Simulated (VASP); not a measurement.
Band structure of CsPbCl₃ (cubic perovskite). Calculation: PBE GGA with D4 dispersion, VASP's PBE PAW potentials (set 64) (plane waves; VASP 6.6.1).

Unless said otherwise, spin-orbit coupling is left out, though it shifts the bands of the heavy elements here.

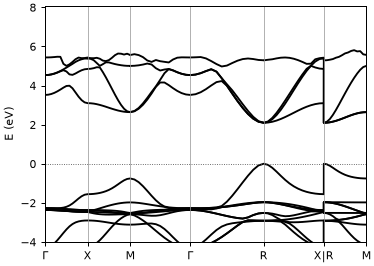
Figure: Bands along high-symmetry lines, zero at the valence-band maximum or, without a gap, the Fermi level

Read the plot: is there a gap, and where are the band edges?

The gap is direct, 2.10 eV, from the valence maximum at R to the conduction minimum at R. (Edges off the drawn lines would not show.)

The compound is CsPbCl3 in the cubic perovskite structure, the ideal cubic form; the compound distorts at low or room temperature. It was relaxed first.
